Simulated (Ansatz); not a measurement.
Input file:

```
crystal:
  periodic: [false, false, false]
  atoms:
    - { symbol: Si, position_ang: [-0.5239, -0.2767, -0.6218] }
    - { symbol: Cl, position_ang: [1.9536, -0.5228, -0.478] }
    - { symbol: H, position_ang: [-0.4698, -1.7238, -0.6777] }
    - { symbol: H, position_ang: [-0.1703, 0.765, -1.5737] }
    - { symbol: H, position_ang: [-1.9297, 0.0226, -0.2728] }
    - { symbol: H, position_ang: [1.2045, 0.0681, 0.9912] }
    - { symbol: O, position_ang: [0.0007, 0.3587, 1.2727] }
    - { symbol: H, position_ang: [-0.0651, 1.309, 1.3599] }
basis:
  gaussian: { orbitals: def2-TZVP }
hamiltonian:
  xc: b3lyp
relax:
  f_tol: 0.15
  max_steps: 25
  restrain:
    - { distance: [0, 6], at: 1.77, k: 30.0 }
    - { distance: [5, 1], at: 1.33, k: 30.0 }
    - { distance: [0, 1], at: 3.43, k: 30.0 }
    - { distance: [5, 6], at: 2.27, k: 30.0 }
output:
  orbitals: {}
```

Run with:

```sh
ansatz run input.yaml --threads 4 --pin off --max-ram 5120MiB --backend cpu --events-out ev --progress --plain --runs-dir out
```

The fields are those of the run's last geometry, not of the input's.

Not at a stationary point (largest force 1.3 eV/Å).

These are results of Ansatz 0.2.0, RKS B3LYP/def2-TZVP, not measurements.

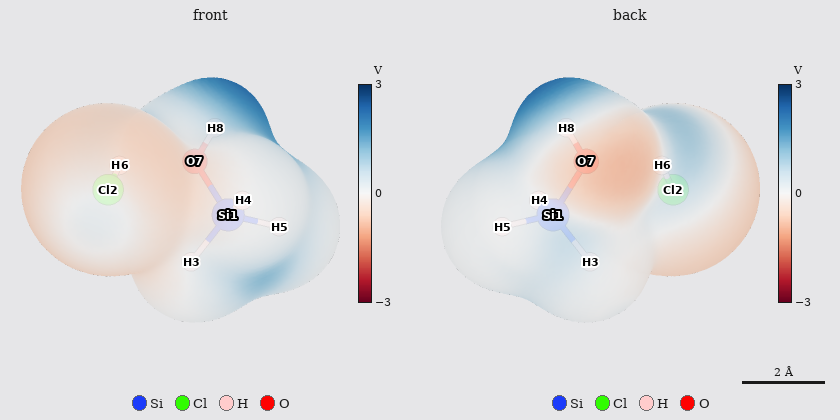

H4OSi···HCl. The electrostatic potential painted on the density surface at 0.001 e/bohr³, seen from the front and from behind; the colour scale runs from red (negative) to blue (positive).

> Describe the electrostatic potential map.

The most negative region (about −0.9 V) lies over O7, the most positive (about +2.2 V) over H8. Cl2 shows a σ-hole: about +0.2 V at the tip opposite its bond, against about −0.5 V on its flanks.
